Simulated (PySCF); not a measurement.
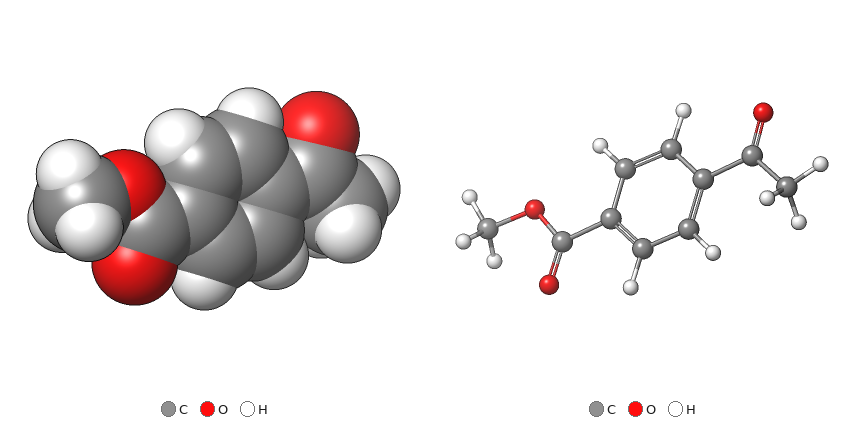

The same structure drawn twice, from different directions.

Identify the structure.

The molecule is C₁₀H₁₀O₃. SMILES: `COC(=O)c1ccc(C(C)=O)cc1`. Independent rings (smallest set): 1 of 6 members, 1 of them aromatic. Among its groups: ketone, ester. Coordination: 2 C tetrahedral; 1 O bent; 8 C trigonal planar.

More results for the same structure follow; atom numbers are the same in all pictures, views and colours differ. Computed geometry: PBE0-D3(BJ)/def2-SVP optimisation. No frequency run is at hand to confirm it as a minimum.

## Levels of theory compared

No frequency run is at hand to confirm it as a minimum. Program: PySCF 2.14.0.

Compare HOMO energy (eV), HOMO–LUMO gap (eV) at these levels: B3LYP/pcJ-1; CAM-B3LYP/def2-SVPD; PBE0/pcSseg-1; mPW1PW91/pcSseg-1.

```tsv
level	HOMO energy (eV)	HOMO–LUMO gap (eV)
B3LYP/pcJ-1	−7.29	4.88
CAM-B3LYP/def2-SVPD	−9.01	7.73
PBE0/pcSseg-1	−7.58	5.32
mPW1PW91/pcSseg-1	−7.63	5.34
```

## Excitation

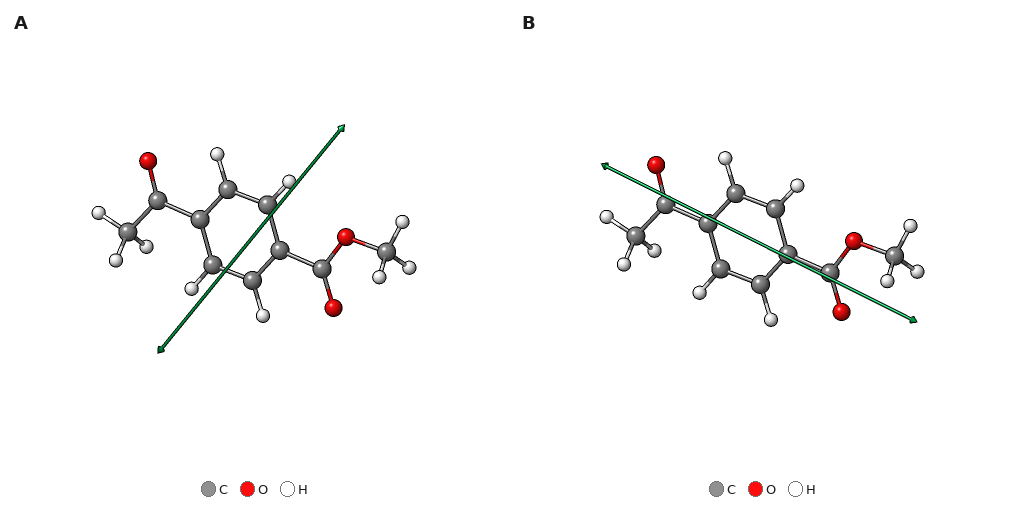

The double arrows show the directions of two transition dipoles from the ground state (lengths mean nothing). No frequency run is at hand to confirm it as a minimum. Method: TDDFT CAM-B3LYP/def2-SVPD, vertical, gas phase, core orbitals frozen in the response (PySCF 2.14.0).

**One belongs to singlet state 2 and one to singlet state 3. Which is which?**

A: state 2, 4.76 eV (261 nm), oscillator strength 0.035, of mixed character, with the largest part HOMO → LUMO (weight 0.45).
B: state 3, 5.10 eV (243 nm), oscillator strength 0.015, mainly HOMO−3 → LUMO (weight 0.72).

## NMR shielding

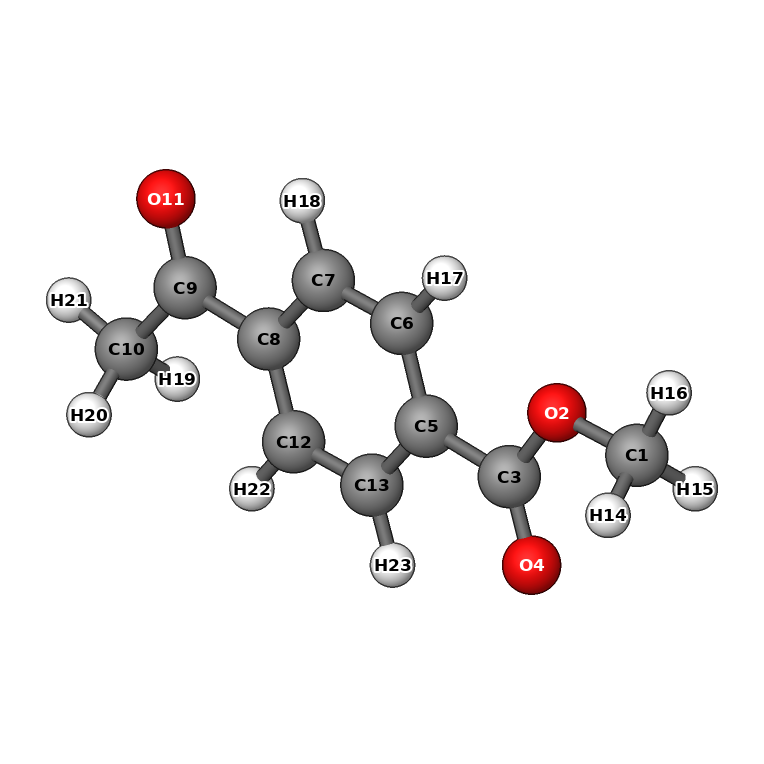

No frequency run is at hand to confirm it as a minimum. Level of theory: GIAO mPW1PW91/pcSseg-1 NMR shielding, non-relativistic, gas phase (PySCF 2.14.0). Principal shieldings σ11 ≤ σ22 ≤ σ33, span Ω = σ33 − σ11, skew κ = 3(σiso − σ22)/Ω.

Give the shielding tensors of the C atoms.

| atom | σ11 | σ22 | σ33 | σiso | Ω | κ |
| --- | --- | --- | --- | --- | --- | --- |
| C1 | 102.0 | 115.3 | 175.0 | 130.8 | 73.1 | 0.64 |
| C3 | −81.3 | 53.9 | 68.9 | 13.8 | 150.2 | −0.80 |
| C5 | −53.9 | 35.2 | 156.9 | 46.1 | 210.9 | 0.15 |
| C6 | −53.5 | 23.0 | 175.3 | 48.3 | 228.8 | 0.33 |
| C7 | −55.7 | 20.7 | 183.4 | 49.5 | 239.1 | 0.36 |
| C8 | −54.5 | 19.0 | 159.3 | 41.3 | 213.9 | 0.31 |
| C9 | −105.8 | −34.8 | 96.4 | −14.7 | 202.2 | 0.30 |
| C10 | 139.1 | 143.1 | 184.8 | 155.7 | 45.7 | 0.83 |
| C12 | −48.4 | 27.0 | 171.5 | 50.0 | 220.0 | 0.31 |
| C13 | −62.4 | 25.1 | 177.2 | 46.6 | 239.6 | 0.27 |

Shieldings and span in ppm.
